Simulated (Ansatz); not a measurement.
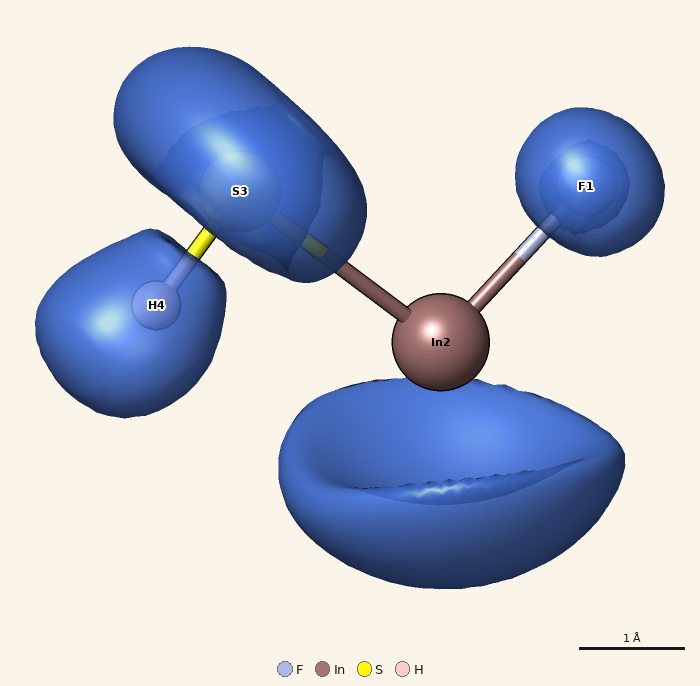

Figure 1: FHInS (charge −1). Isosurface of the electron localisation function at 0.8 (blue), seen at a tilt. Core shells and regions of very low density are left out.

Core potentials replace the inner electrons of In.

All numbers below come from RKS PBE0-D4/def2-SVP (Ansatz).

### Identify the bonds, lone pairs and shells in this picture.

At this value the surface marks out one region around a hydrogen nucleus, one lobe on In, pointing away from the bonds (lone pairs), one region wrapped around F (its valence shell) and one region wrapped around S (its valence shell). Profiles from the grid: In–F (2.05 Å): the ELF peaks at about 0.85 in the valence shell of F, 0.5 Å from its nucleus, and drops to about 0.10 between the two atoms. In–S (2.66 Å): the ELF peaks at about 0.90 in the valence shell of S, 0.9 Å from its nucleus, and drops to about 0.15 between the two atoms.
